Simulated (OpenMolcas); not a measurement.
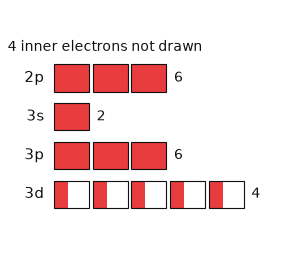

The outer shells of the leading configuration of the lowest level: a box for each of the 2l + 1 orbitals, shaded by the share of the shell that is filled, with the electron count at the right.

**Multiconfigurational calculation: Cr²⁺ complex (part 1 of 2)**

- system: Cr²⁺ with 8 ligands (F; cube, 2.284 Å), embedded in CaF2 by model potentials and point charges, whose field is part of the energies.
- method: state-averaged CASSCF, active space 4 electrons in the shell 3d, basis ANO-RCC-VDZP on the metal and ANO-RCC-VDZP on the ligands, DKH2 scalar Hamiltonian, spin-orbit coupling by RASSI with atomic mean-field integrals (OpenMolcas)

### Input
```
&GATEWAY
Basis set
Cr.ANO-RCC-VDZP.
Cr1 0.0 0.0 0.0 Angstrom
End of basis
Basis set
F.ANO-RCC-VDZP.
L1 1.318668 1.318668 1.318668 Angstrom
L2 1.318668 1.318668 -1.318668 Angstrom
L3 1.318668 -1.318668 1.318668 Angstrom
L4 1.318668 -1.318668 -1.318668 Angstrom
End of basis
Basis set
Ca.EMB-AIMP.Pascual.0s.0s.ECP.CaF2.
PseudoCharge
* 21 symmetry-unique lattice sites within 7.6 angstrom
End of basis
Basis set
F.EMB-AIMP.Pascual.0s.0s.ECP.CaF2.
PseudoCharge
* 40 symmetry-unique lattice sites within 7.6 angstrom
End of basis
Symmetry
XYZ
AngMom=0.0 0.0 0.0
AMFI
RICD
XField
1348 Angstrom 0
* Evjen-weighted lattice charges
&SEWARD
&RASSCF
FileOrb=start.orb
Symmetry=1
Spin=5
nActEl=4 0 0
Inactive=23 26
Ras2=5 0
CIRoot=5 5 1
SDav=5
CIMx=300
Iter=150 100
PrWF=0.3
OrbListing=Nothing
MaxOrb=0
LevShft=1.0
>>> COPY $Project.JobIph JOB001
&RASSCF
FileOrb=start.orb
Symmetry=1
Spin=3
nActEl=4 0 0
Inactive=23 26
Ras2=5 0
CIRoot=45 45 1
SDav=45
CIMx=300
Iter=150 100
PrWF=0.3
OrbListing=Nothing
MaxOrb=0
LevShft=1.0
>>> COPY $Project.JobIph JOB002
&RASSCF
FileOrb=start.orb
Symmetry=1
Spin=1
nActEl=4 0 0
Inactive=23 26
Ras2=5 0
CIRoot=50 50 1
SDav=50
CIMx=300
Iter=150 100
PrWF=0.3
OrbListing=Nothing
MaxOrb=0
LevShft=1.0
>>> COPY $Project.JobIph JOB003
&RASSI
NrOfJobIphs=3 5 45 50
1 2 3 4 5
1 2 3 4 5 6 7 8 9 10 11 12 13 14 15 16 17 18 19 20 21 22 23 24 25 26 27
28 29 30 31 32 33 34 35 36 37 38 39 40 41 42 43 44 45
1 2 3 4 5 6 7 8 9 10 11 12 13 14 15 16 17 18 19 20 21 22 23 24 25 26 27
28 29 30 31 32 33 34 35 36 37 38 39 40 41 42 43 44 45 46 47 48 49 50
IphNames
JOB001
JOB002
JOB003
EJob
SpinOrbit
DIPRint=1.0
SOCoupling=1000.0
Subsets=2
Property=9
'ANGMOM' 1 'ANGMOM' 2 'ANGMOM' 3 'MLTPL  1' 1 'MLTPL  1' 2 'MLTPL  1' 3
'AMFI' 1 'AMFI' 2 'AMFI' 3
SOProperty=3
'ANGMOM' 1 'ANGMOM' 2 'ANGMOM' 3
```

The file start.orb holds starting orbitals from an earlier step. A driver script formed the levels outside the program, from RASSI's spin-orbit matrix and the active-space energies, averaged over the components of each term or state.

Run as:
```bash
OMP_NUM_THREADS=1 MOLCAS_MEM=2457 MOLCAS_PROJECT=a pymolcas a.inp > a.log  # once for each step of the input, in one work folder
```

### The program's output (extracts)
```
--- SEWARD ---
Basis set label: CR.ANO-RCC...5S4P2D1F.

      Electronic valence basis set:
      ------------------
      Associated Effective Charge  24.000000 au
      Associated Actual Charge     24.000000 au
      Nuclear Model: Point charge

      Shell  nPrim  nBasis  Cartesian Spherical Contaminant
         s      21       5        X
         p      15       4        X
         d      10       2                 X
         f       6       1                 X
                  Relativistic Douglas-Kroll-Hess integrals:
                    - DKH order of Hamiltonian: 2
                    - DKH order of Properties : 0
                  Atomic mean-field integrals
--- RASSCF ---
Wave function specifications:
      -----------------------------

      Number of closed shell electrons          98
      Number of electrons in active shells       4
      Max number of holes in RAS1 space          0
      Max nr of electrons in RAS3 space          0
      Number of inactive orbitals               49
      Number of active orbitals                  5
      Number of secondary orbitals              92
      Spin quantum number                      2.0
      State symmetry                             1
Orbital specifications:
      -----------------------

      Symmetry species                           1   2
                                                ag  au
      Frozen orbitals                            0   0
      Inactive orbitals                         23  26
      Active orbitals                            5   0
      RAS1 orbitals                              0   0
      RAS2 orbitals                              5   0
      RAS3 orbitals                              0   0
      Secondary orbitals                        43  49
      Deleted orbitals                           0   0
      Number of basis functions                 71  75
      Number of CSFs                             5
      Number of root(s) required                 5
      Iter CI   SX   CI       RASSCF       Energy    max ROT     max BLB   max BLB  Level Ln srch  Step   QN
          iter iter root      energy       change     param      element    value   shift minimum  type update
 Nr of preliminary CI iterations:   1
      Total energies have been shifted. Add                -1000.00 au
        1   1   10    0  -847.08100570    0.00E+00  -6.94E-02   20  63 1 -3.12E-01*  0.73   0.00    SX    NO
        2   1   10    0  -847.76975617   -6.89E-01* -1.66E-02    4  37 2  6.36E-02*  0.69   0.00    SX    NO
        3   1    9    0  -847.80214974   -3.24E-02* -4.98E-03   23  67 2  1.63E-02*  0.71   0.00    SX    NO
        4   1    9    0  -847.80736927   -5.22E-03* -2.47E-03   16  29 2  8.43E-03*  0.72   0.00    SX    NO
        5   1    8    0  -847.80868725   -1.32E-03* -2.73E-03   16  29 2  4.97E-03*  0.72   2.15    LS   YES
        6   1    8    0  -847.80921427   -5.27E-04* -8.80E-04    6  39 2 -3.11E-03*  0.72   1.04    QN   YES
        7   1    7    0  -847.80927835   -6.41E-05* -5.85E-04    5  38 2 -1.23E-03*  0.72   1.67    LS   YES
        8   1    7    0  -847.80929054   -1.22E-05*  1.51E-04    8  40 2 -8.90E-04*  0.72   1.00    QN   YES
        9   1    7    0  -847.80929648   -5.93E-06* -5.73E-05    6  39 2  1.89E-04*  0.72   1.13    QN   YES
       10   1    6    0  -847.80929687   -3.91E-07* -8.58E-05    6  39 2  7.48E-05   0.72   2.50    LS   YES
       11   1    6    0  -847.80929659    2.82E-07* -4.55E-05    6  29 2 -1.64E-04*  0.72   0.24    LS   YES
       12   1    6    0  -847.80929687   -2.84E-07*  2.00E-05    6  29 2 -8.19E-05   0.72   1.45    QN   YES
       13   1    5    0  -847.80929693   -5.69E-08*  5.00E-06    6  29 2 -2.36E-05   0.72   1.13    QN   YES
       14   1    4    0  -847.80929693   -4.87E-09  -2.15E-06    4  27 2 -4.68E-06   0.72   1.07    QN   YES
      Convergence after 14 iterations
       15   1    4    0  -847.80929693   -3.04E-10  -2.15E-06    8  40 2 -1.19E-06   0.72   1.07    QN   YES
      Natural orbitals and occupation numbers for root  1
      sym 1:   0.000000   1.000000   1.000000   1.000000   1.000000
      Natural orbitals and occupation numbers for root  2
      sym 1:   1.000000  -0.000000   1.000000   1.000000   1.000000
      Natural orbitals and occupation numbers for root  3
      sym 1:   1.000000   1.000000   1.000000  -0.000000   1.000000
::    RASSCF root number  1 Total energy:  -1847.81761968
::    RASSCF root number  2 Total energy:  -1847.81761968
::    RASSCF root number  3 Total energy:  -1847.81761968
::    RASSCF root number  4 Total energy:  -1847.79681282
::    RASSCF root number  5 Total energy:  -1847.79681282
--- RASSCF ---
Wave function specifications:
      -----------------------------

      Number of closed shell electrons          98
      Number of electrons in active shells       4
      Max number of holes in RAS1 space          0
      Max nr of electrons in RAS3 space          0
      Number of inactive orbitals               49
      Number of active orbitals                  5
      Number of secondary orbitals              92
      Spin quantum number                      1.0
      State symmetry                             1
Orbital specifications:
      -----------------------

      Symmetry species                           1   2
                                                ag  au
      Frozen orbitals                            0   0
      Inactive orbitals                         23  26
      Active orbitals                            5   0
      RAS1 orbitals                              0   0
      RAS2 orbitals                              5   0
      RAS3 orbitals                              0   0
      Secondary orbitals                        43  49
      Deleted orbitals                           0   0
      Number of basis functions                 71  75
      Number of CSFs                            45
      Number of root(s) required                45
      Iter CI   SX   CI       RASSCF       Energy    max ROT     max BLB   max BLB  Level Ln srch  Step   QN
          iter iter root      energy       change     param      element    value   shift minimum  type update
 Nr of preliminary CI iterations:   1
      Total energies have been shifted. Add                -1000.00 au
        1   1   10    0  -847.67328608    0.00E+00  -1.04E-02   27  33 1 -1.71E-02*  0.72   0.00    SX    NO
        2   1    9    0  -847.67444842   -1.16E-03*  1.71E-03    9  39 2 -1.17E-02*  0.70   0.00    SX    NO
        3   1    9    0  -847.67463008   -1.82E-04* -1.26E-03   27  33 1 -2.06E-03*  0.71   0.00    SX    NO
        4   1    8    0  -847.67466374   -3.37E-05* -4.11E-04    7  35 1 -1.46E-03*  0.71   0.00    SX    NO
        5   1    7    0  -847.67467082   -7.08E-06* -3.19E-04   16  25 1 -3.03E-04*  0.71   1.78    LS   YES
        6   1    7    0  -847.67467243   -1.61E-06*  1.64E-04    9  39 2  6.82E-04*  0.71   0.99    QN   YES
        7   1    6    0  -847.67467292   -4.92E-07* -4.62E-05   27  33 1  9.26E-05   0.71   0.90    QN   YES
        8   1    6    0  -847.67467295   -2.25E-08* -6.93E-05   12  29 1  3.34E-05   0.71   2.50    LS   YES
        9   1    6    0  -847.67467294    8.47E-09  -2.85E-05    9  39 2  8.10E-05   0.71   0.41    LS   YES
      Convergence after  9 iterations
       10   1    6    0  -847.67467295   -1.21E-08* -2.85E-05    9  39 2  5.03E-05   0.71   0.41    LS   YES
      Natural orbitals and occupation numbers for root  1
      sym 1:   0.904241   0.110537   0.983528   0.136739   1.864955
      Natural orbitals and occupation numbers for root  2
      sym 1:   0.106472   0.733437   1.662687   0.307636   1.189768
      Natural orbitals and occupation numbers for root  3
      sym 1:   0.105941   0.333342   1.218596   0.707523   1.634598
::    RASSCF root number  1 Total energy:  -1847.74445915
::    RASSCF root number  2 Total energy:  -1847.74445915
::    RASSCF root number  3 Total energy:  -1847.74445915
::    RASSCF root number  4 Total energy:  -1847.73413915
::    RASSCF root number  5 Total energy:  -1847.73413915
::    RASSCF root number  6 Total energy:  -1847.73413915
::    RASSCF root number  7 Total energy:  -1847.72635423
::    RASSCF root number  8 Total energy:  -1847.72635423
::    RASSCF root number  9 Total energy:  -1847.72635423
::    RASSCF root number 10 Total energy:  -1847.71565120
::    RASSCF root number 11 Total energy:  -1847.71565120
::    RASSCF root number 12 Total energy:  -1847.71562360
::    RASSCF root number 13 Total energy:  -1847.71562360
::    RASSCF root number 14 Total energy:  -1847.71562360
::    RASSCF root number 15 Total energy:  -1847.71300881
::    RASSCF root number 16 Total energy:  -1847.71300881
::    RASSCF root number 17 Total energy:  -1847.71300881
::    RASSCF root number 18 Total energy:  -1847.69967129
::    RASSCF root number 19 Total energy:  -1847.69914165
::    RASSCF root number 20 Total energy:  -1847.69914165
::    RASSCF root number 21 Total energy:  -1847.69914165
::    RASSCF root number 22 Total energy:  -1847.69882870
::    RASSCF root number 23 Total energy:  -1847.69882870
::    RASSCF root number 24 Total energy:  -1847.69882870
::    RASSCF root number 25 Total energy:  -1847.69521438
::    RASSCF root number 26 Total energy:  -1847.69521438
::    RASSCF root number 27 Total energy:  -1847.68473394
::    RASSCF root number 28 Total energy:  -1847.67836434
::    RASSCF root number 29 Total energy:  -1847.67836434
::    RASSCF root number 30 Total energy:  -1847.67836434
--- RASSCF ---
Wave function specifications:
      -----------------------------

      Number of closed shell electrons          98
      Number of electrons in active shells       4
      Max number of holes in RAS1 space          0
      Max nr of electrons in RAS3 space          0
      Number of inactive orbitals               49
      Number of active orbitals                  5
      Number of secondary orbitals              92
      Spin quantum number                      0.0
      State symmetry                             1
Orbital specifications:
      -----------------------

      Symmetry species                           1   2
                                                ag  au
      Frozen orbitals                            0   0
      Inactive orbitals                         23  26
      Active orbitals                            5   0
      RAS1 orbitals                              0   0
      RAS2 orbitals                              5   0
      RAS3 orbitals                              0   0
      Secondary orbitals                        43  49
      Deleted orbitals                           0   0
      Number of basis functions                 71  75
      Number of CSFs                            50
      Number of root(s) required                50
      Iter CI   SX   CI       RASSCF       Energy    max ROT     max BLB   max BLB  Level Ln srch  Step   QN
          iter iter root      energy       change     param      element    value   shift minimum  type update
 Nr of preliminary CI iterations:   1
      Total energies have been shifted. Add                -1000.00 au
        1   1    9    0  -847.60805243    0.00E+00  -4.58E-03   27  33 1 -7.50E-03*  0.70   0.00    SX    NO
        2   1    8    0  -847.60834254   -2.90E-04*  1.01E-03    7  35 1 -5.74E-03*  0.70   0.00    SX    NO
        3   1    8    0  -847.60838979   -4.73E-05* -5.76E-04   27  33 1 -9.29E-04*  0.70   0.00    SX    NO
        4   1    7    0  -847.60839895   -9.16E-06* -2.52E-04    7  35 1 -7.28E-04*  0.70   0.00    SX    NO
        5   1    7    0  -847.60840098   -2.03E-06* -2.13E-04   17  25 1 -1.87E-04*  0.70   1.85    LS   YES
        6   1    7    0  -847.60840146   -4.84E-07*  8.57E-05    7  35 1  3.94E-04*  0.70   0.93    QN   YES
        7   1    6    0  -847.60840162   -1.58E-07* -2.36E-05   27  33 1  4.62E-05   0.70   0.89    QN   YES
        8   1    5    0  -847.60840163   -7.96E-09  -3.55E-05   12  29 1  1.29E-05   0.70   2.50    LS   YES
      Convergence after  8 iterations
        9   1    5    0  -847.60840163    2.58E-09  -3.55E-05    9  37 2  4.39E-05   0.70   2.50    LS   YES
      Natural orbitals and occupation numbers for root  1
      sym 1:   0.066592   0.066592   1.900113   0.066592   1.900113
      Natural orbitals and occupation numbers for root  2
      sym 1:   0.044379   0.066061   1.019695   0.975318   1.894547
      Natural orbitals and occupation numbers for root  3
      sym 1:   0.282140   0.759177   1.691247   0.043820   1.223616
::    RASSCF root number  1 Total energy:  -1847.72040783
::    RASSCF root number  2 Total energy:  -1847.70415409
::    RASSCF root number  3 Total energy:  -1847.70415408
::    RASSCF root number  4 Total energy:  -1847.70415408
::    RASSCF root number  5 Total energy:  -1847.68860575
::    RASSCF root number  6 Total energy:  -1847.68860575
::    RASSCF root number  7 Total energy:  -1847.68860575
::    RASSCF root number  8 Total energy:  -1847.68090276
::    RASSCF root number  9 Total energy:  -1847.68090276
::    RASSCF root number 10 Total energy:  -1847.67659743
::    RASSCF root number 11 Total energy:  -1847.67199494
::    RASSCF root number 12 Total energy:  -1847.67199494
::    RASSCF root number 13 Total energy:  -1847.67199494
::    RASSCF root number 14 Total energy:  -1847.67041785
::    RASSCF root number 15 Total energy:  -1847.66966570
::    RASSCF root number 16 Total energy:  -1847.66966570
::    RASSCF root number 17 Total energy:  -1847.66966570
::    RASSCF root number 18 Total energy:  -1847.65853167
::    RASSCF root number 19 Total energy:  -1847.65853167
::    RASSCF root number 20 Total energy:  -1847.65255288
::    RASSCF root number 21 Total energy:  -1847.65255288
::    RASSCF root number 22 Total energy:  -1847.65255288
::    RASSCF root number 23 Total energy:  -1847.64466340
::    RASSCF root number 24 Total energy:  -1847.64466340
::    RASSCF root number 25 Total energy:  -1847.64466340
::    RASSCF root number 26 Total energy:  -1847.63835712
::    RASSCF root number 27 Total energy:  -1847.62151851
::    RASSCF root number 28 Total energy:  -1847.62151851
::    RASSCF root number 29 Total energy:  -1847.61233530
::    RASSCF root number 30 Total energy:  -1847.60609179
```

(Continued in part 2.) Outcome of the run: converged.
